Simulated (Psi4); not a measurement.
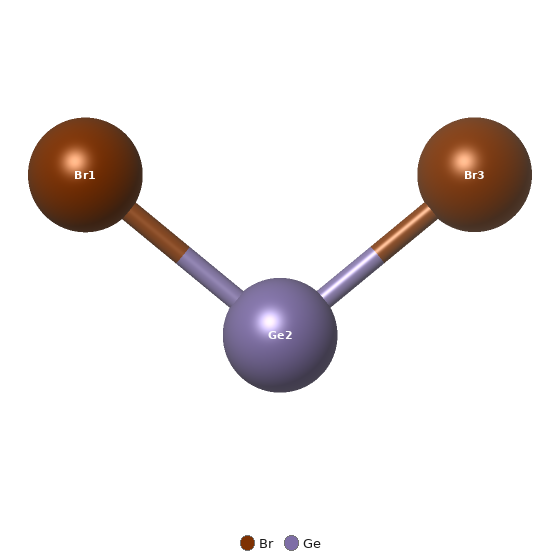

Geometry used (GeBr₂, SMILES [Br][Ge][Br], singlet).

Unscaled harmonic wavenumbers and double-harmonic intensities, PBE0/def2-TZVP (dispersion D4) with Psi4, at a geometry relaxed at this level, isolated molecule. Lorentzian lines of 4 cm⁻¹ full width. Close modes add up in the curve.

Predict the infrared spectrum.

Answer. The most intense lines lie at 283.4 cm⁻¹ (81.2 km/mol) and 292.3 cm⁻¹ (25.5 km/mol). It has no imaginary mode, so it is a minimum.

```csv
cm⁻¹,km/mol
103.3,0.4
283.4,81.2
292.3,25.5
```

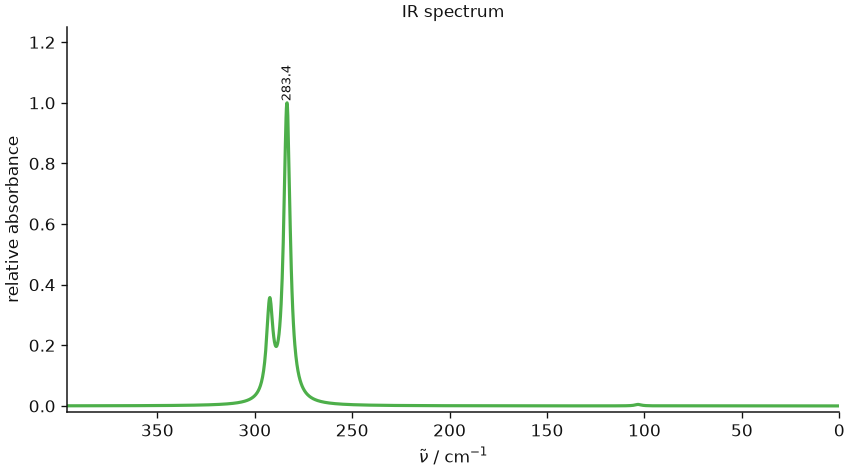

Note: closed-shell singlet; other spin states weren't compared here.
